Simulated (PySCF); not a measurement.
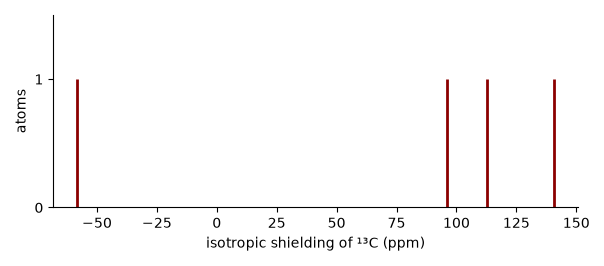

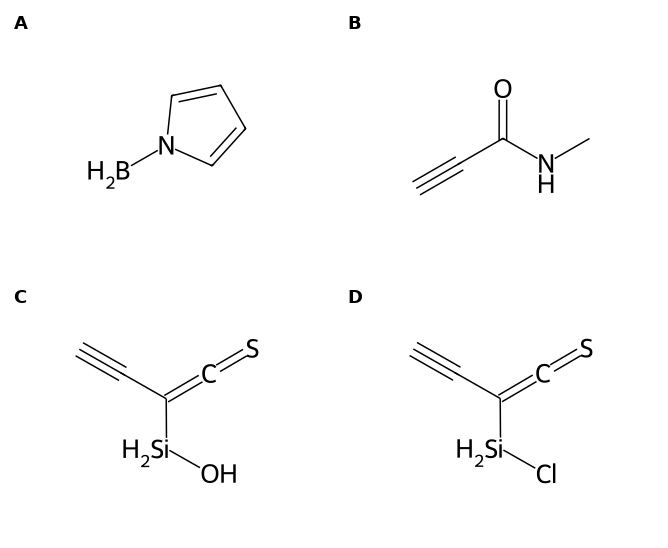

The sticks are computed shieldings of one of the molecules, for one fixed geometry (GFN2-xTB) without averaging over rotations. Low shielding means a high chemical shift. Method: GIAO PBE0/pcSseg-1 NMR shielding, non-relativistic, gas phase (PySCF 2.14.0).

Question: Match the spectrum to a structure.

Answer: C, `C#CC(=C=S)[SiH2]O`. Its 4 C atoms give lines at −58.3, 96.2, 112.9, 140.6 ppm.

The geometry is semi-empirical. Around B, Si such bond lengths and angles can be off by a tenth of an ångström or more and by several degrees, and values that hang on the shape move with them.
